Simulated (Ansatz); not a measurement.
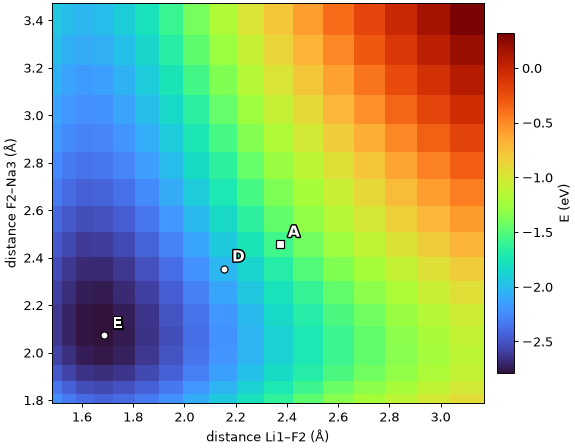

The system Li⁺ + FNa. Coordinates scanned: (1) distance Li1–F2; (2) distance F2–Na3. Nothing is relaxed (the angle Li1–F2–Na3 is fixed at 100 degrees). The scan uses a 17 × 17 grid. Points are written as (first, second). All energies are given in eV relative to Li with charge +1 far from the relaxed FNa (each part in its own basis). The D4 coefficients can switch as the alkali atoms part, which puts small steps into the map. The calculation used RKS PBE0-D4/def2-SVPD in Ansatz.

In the figure: one coloured cell a grid point, lettered points.

> Is A the lowest point of the computed grid?

No. A lies 1.22 eV above the lowest grid point, which is at (1.686 Å, 2.072 Å).

> Rank the lettered points by energy, lowest first.

E (−2.79 eV), D (−2.04 eV), A (−1.57 eV).
